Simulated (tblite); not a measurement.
Geometry relaxation, with input and output: C2H10OSi4 (part 3 of 3)

C2H10OSi4, SMILES C#C[Si]([SiH3])([SiH3])O[SiH3]; GFN2-xTB geometry optimisation, gas phase (tblite 0.8.0). It belongs to a series of runs on one base structure; here: constitutional isomer.

Geometry of the input (Å):
```
C  -3.0534  -0.9085  -1.6062
C  -2.0418  -0.5906  -1.0722
Si -0.4186  -0.1263  -0.2192
Si 0.0582  2.1100  -0.6933
Si -0.7368  -0.1109  2.0887
O  0.8197  -1.1272  -0.6679
Si 2.4425  -1.3405  -0.3781
H  -3.9632  -1.1813  -2.0859
H  0.2932  2.2959  -2.1407
H  -1.0551  2.9893  -0.2422
H  1.2941  2.5004  0.0354
H  -1.8336  0.8193  2.4665
H  0.5129  0.3351  2.7591
H  -1.0628  -1.4737  2.5731
H  2.9369  -2.4906  -1.1532
H  3.1628  -0.1098  -0.7523
H  2.6381  -1.5786  1.0783
```

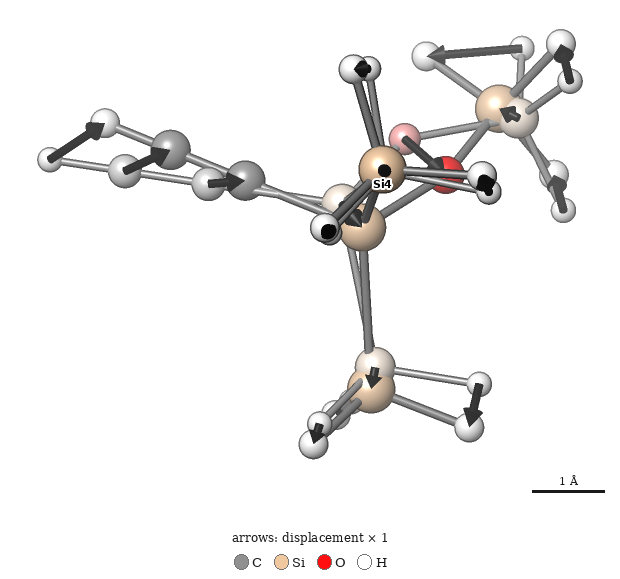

Fig. 1: Start (faint) and end (solid) with the displacements as black arrows, at true length (ball-and-stick view, seen at a tilt). The two geometries are laid on each other by the best rigid fit. H15 moves most after the best rigid fit: 1.35 Å. By element the largest moves are H 1.35 Å, O 0.93 Å, C 0.79 Å, Si 0.56 Å. Among the contacts that change: O6–Si7 1.662 → 1.612 Å, Si7–H17 1.489 → 1.462 Å, C2–Si3 1.892 → 1.867 Å, Si4–H10 1.489 → 1.469 Å. Among the angles that change: Si3–O6–Si7 139.6° → 162.3°, Si4–Si3–Si5 102.9° → 123.3°, Si4–Si3–O6 111.8° → 105.5°. The energy falls by 0.371 eV in 119 geometry steps. Largest force component: 2.2 eV/Å at the start, 0.008 eV/Å at the end. (Atoms are counted from 1 in the order of the input.)
